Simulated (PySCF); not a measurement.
# C$_{6}$H$_{10}$, SMILES `C1=CCCCC1`: electronic structure

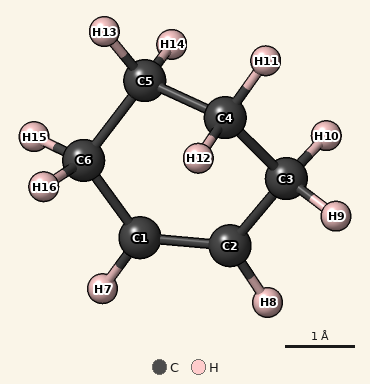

The molecule, with its atoms numbered as below. No frequency check shows the geometry to be a minimum.

Coordinates in Å:

```
C1       0.6590   -1.2911   -0.0527
C2      -0.6590   -1.2911    0.0527
C3      -1.4838   -0.0423    0.1171
C4      -0.6837    1.1757   -0.3374
C5       0.6837    1.1757    0.3374
C6       1.4838   -0.0423   -0.1171
H7       1.2049   -2.2233   -0.1084
H8      -1.2049   -2.2233    0.1084
H9      -2.3765   -0.1615   -0.5025
H10     -1.8263    0.1020    1.1478
H11     -1.2277    2.0917   -0.0977
H12     -0.5485    1.1371   -1.4205
H13      1.2277    2.0917    0.0977
H14      0.5485    1.1371    1.4205
H15      2.3765   -0.1615    0.5025
H16      1.8263    0.1020   -1.1478
```

### 1. Bonding charge

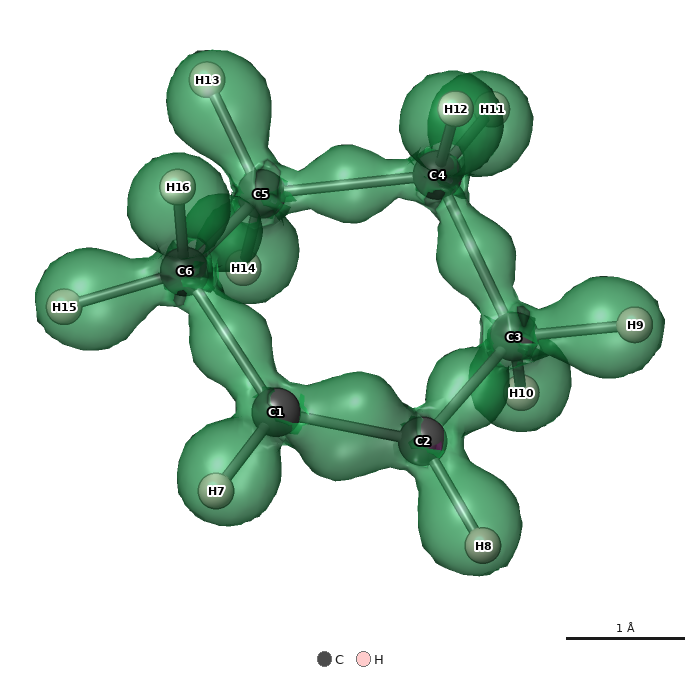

Deformation density (molecule less spherical, spin-averaged free atoms at the same positions), surfaces at ±0.23 e/Å³; green: gain, purple: loss.

Computed with PySCF, ωB97X/aug-cc-pVDZ, geometry: GFN2-xTB.

Describe the bonding that the map shows.

Answer. C1–H7 and C2–H8: +0.72 e/Å³ at the bond critical point (bond length 1.08 Å). C1–C2: +0.70 e/Å³ at the bond critical point (bond length 1.32 Å). C4–H11 and C5–H13: +0.69 e/Å³ at the bond critical point (bond length 1.09 Å). C4–H12 and C5–H14: +0.69 e/Å³ at the bond critical point (bond length 1.09 Å). C3–H9 and C6–H15: +0.68 e/Å³ at the bond critical point (bond length 1.09 Å). C3–H10 and C6–H16: +0.67 e/Å³ at the bond critical point (bond length 1.10 Å). C2–C3 and C1–C6: +0.50 e/Å³ at the bond critical point (bond length 1.50 Å). C4–C5: +0.47 e/Å³ at the bond critical point (bond length 1.52 Å). C3–C4 and C5–C6: +0.47 e/Å³ at the bond critical point (bond length 1.53 Å). In all, 3.8 electrons gather in the regions of gain relative to the promolecule.

Where do the Hirshfeld charges lie?

Answer. The highest Hirshfeld charge is on H7 and H8 (+0.05 e), the lowest on C3 and C6 (−0.09 e).

```
atom  charge (e)
  C1       −0.06
  C2       −0.06
  C3       −0.09
  C4       −0.08
  C5       −0.08
  C6       −0.09
  H7       +0.05
  H8       +0.05
  H9       +0.05
 H10       +0.05
 H11       +0.04
 H12       +0.04
 H13       +0.04
 H14       +0.04
 H15       +0.05
 H16       +0.05
```

### 2. Bond critical points

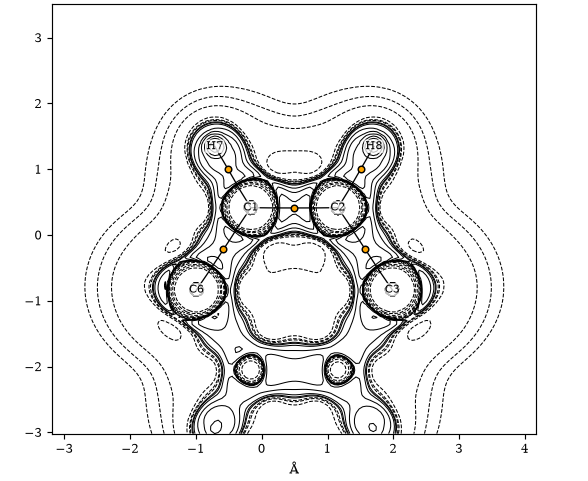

Negative Laplacian of the density (−∇²ρ) in the plane of C1, C2, C3, C6, H7 and H8 (solid lines positive, dashed lines negative, contours at ±0.02 to ±8 a.u.), with bond paths and bond critical points (dots).

At which bond critical points in this plane is charge locally concentrated, and at which depleted?

Answer. Concentrated (∇²ρ < 0): C1–C2 (−0.90 a.u.); C1–H7 and C2–H8 (−1.04 a.u.); C2–C3 and C1–C6 (−0.59 a.u.). At none is it depleted.

Where along C1–H7 does the critical point lie?

Answer. 0.68 Å from C1 and 0.40 Å from H7.

### 3. Local ionisation energy

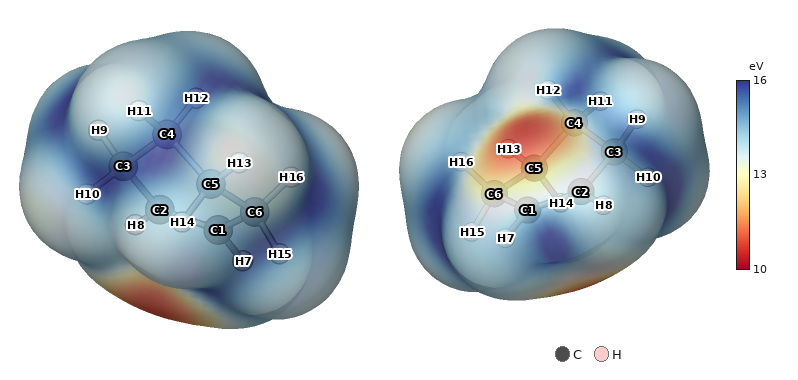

Average local ionisation energy on the surface of electron density 0.001 a.u. (back view left, front view right).

Where are the most loosely bound electrons on this surface?

Answer. The lowest value is 10.7 eV, off the C1–C2 bond (2.2 to 2.3 Å from its atoms), and at like points elsewhere. Further minima include 13.4 eV, 1.4 Å from H16, and at like points elsewhere. For comparison, the highest occupied orbital lies at −9.2 eV.

What volume does the surface enclose, and what is the dipole moment?

Answer. About 134 Å³; the dipole moment is 0.3 D.

### 4. Localised orbitals

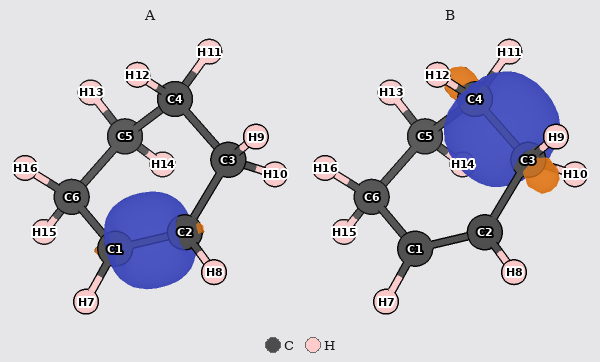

Pipek–Mezey orbitals, occupied; each surface holds about 80 % of the orbital's density. Energies are diagonal elements of the Fock matrix.

PySCF calculation, r2SCAN/def2-TZVP, gas phase; geometry: GFN2-xTB.

Name the orbitals, with their atomic make-up and energies.

Answer. By panel:
- A: σ bond C2–C1 (C2 50 %, C1 50 %; −15.7 eV)
- B: σ bond C3–C4 (C3 50 %, C4 49 %; −12.8 eV)

How do all the valence pairs divide up?

Answer. 17 pairs: 16 σ bonds and 1 two-centre π bond.

### 5. Magnetic shielding

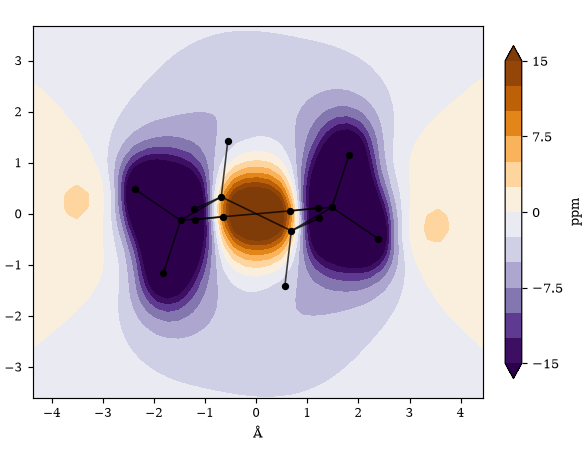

NICSzz (the component normal to the ring) in a plane perpendicular to the 6-membered ring C1/C2/C3/C4/C5/C6; GIAO shieldings; atoms are projected onto the map; negative values mean shielding.

Level of theory: CAM-B3LYP/6-31G* (PySCF), at a geometry from GFN2-xTB.

Is the ring aromatic by this magnetic criterion?

Answer. It is neither clearly shielded nor deshielded above its centre; an sp³ atom breaks the ring's conjugation, so the values mix its σ bonds and separate π bonds and show no closed π ring current: NICS(0) = +0.5, NICS(1) = −1.1, NICS(1)zz = +3.2 ppm.
